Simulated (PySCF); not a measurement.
## Electronic structure of C$_{2}$H$_{7}$F$_{3}$NSi$_{2}$ (SMILES FC(F)(F)CN[SiH2][SiH2]) (doublet) in real space

```xyz
15

F    -2.5209    1.0382   -0.2517
C    -1.8500   -0.0049   -0.7613
F    -1.1037    0.4759   -1.7683
F    -2.7627   -0.8162   -1.3196
C    -1.0078   -0.7224    0.2963
N    -0.1736    0.1611    1.0403
Si    1.2216    0.9485    0.3496
Si    2.4461   -0.7345   -0.5665
H    -1.7086   -1.2555    0.9493
H    -0.3885   -1.4538   -0.2325
H    -0.7095    0.7186    1.6881
H     0.8176    2.1004   -0.4834
H     1.8492    1.5127    1.5515
H     3.8829   -0.5182   -0.7499
H     2.0032   -1.4419   -1.7751
```

Geometry: GFN2-xTB.

Method: PySCF, UKS B3LYP, pcH-1 on C F H N Si, non-relativistic, mean-field spin-orbit, GIAO.

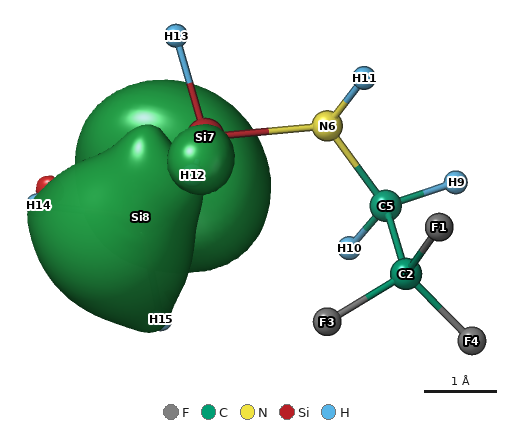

Figure 1. Isosurfaces of the spin density at +0.015 (green) and −0.015 e/Å³ (red), seen at a tilt.

### Which atoms carry the spin?

The unpaired spin (1 electron) lies mostly on Si8 (about 0.8) and Si7 (about 0.1), in electrons by Hirshfeld's partition.

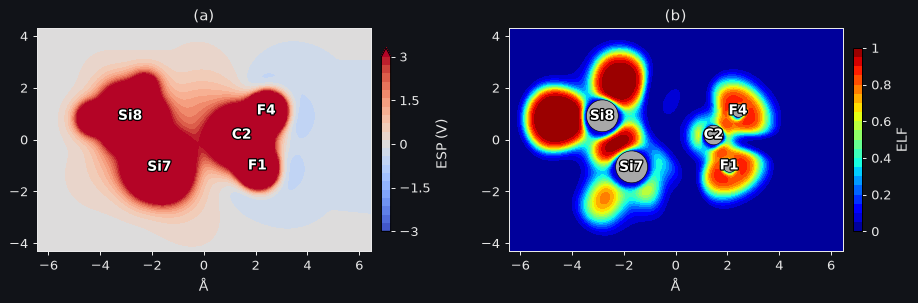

Figure 2. (a) electrostatic potential; (b) electron localisation function on the plane of atoms F1, C2 and F4. Grey discs cover the atomic cores in the ELF map.

### What does the map show?

The section cuts through F, C and Si sites. C–F (1.34 Å): the ELF peaks at about 0.80 between the atoms (a polar covalent bond). Si–Si (2.27 Å): the ELF peaks at about 1 between the atoms; a shared electron pair. The ELF also peaks beside F1 and F4, away from the bonds: non-bonding electrons, paired or unpaired. Outside the dense part of the molecule the potential is most negative (−0.6 V) near F4.

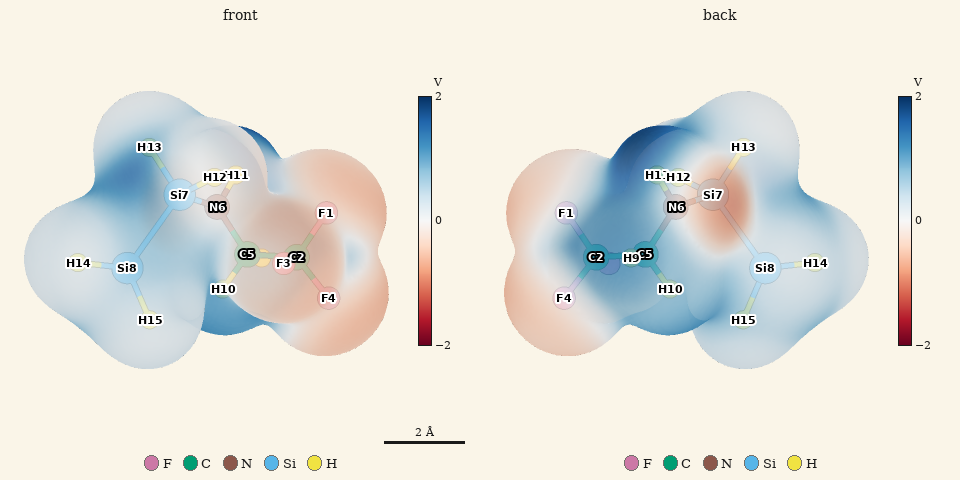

Figure 3. The electrostatic potential painted on the density surface at 0.002 e/bohr³, seen from the front and from behind; red is negative and blue positive.

### Describe the electrostatic potential map.

The most negative region (about −0.9 V) lies over N6, the most positive (about +1.8 V) over H11.
